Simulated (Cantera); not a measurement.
A closed system holds: 1 mol borazine, 0.095 mol H2O, a varied amount of H2, at 1502 °C and 10000 Pa.

Equilibrium computed with Cantera from the NASA thermochemical tables; the gas is ideal and each condensed phase is pure. Candidate condensed phases: B, BN, B2O3, B3O3H3, H2O; 39 gas species. The feed counts by its element totals alone. The tables' values for BH2 are old estimates; treat these amounts as uncertain. Kinetics and transport are ignored.

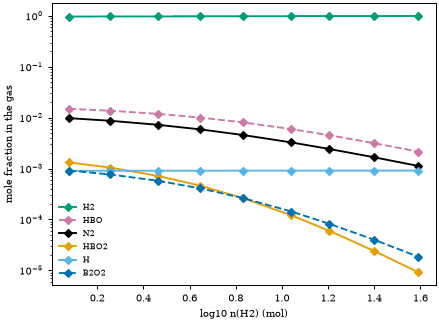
Figure: Equilibrium gas composition (values under 1e-9 drawn at 1e-9)

Read off the mole fractions at 1.2 mol H2.

H2 about 0.97, HBO about 0.015, N2 about 0.0098, HBO2 about 0.0013, B2O2 about 0.00091, H about 0.00090.
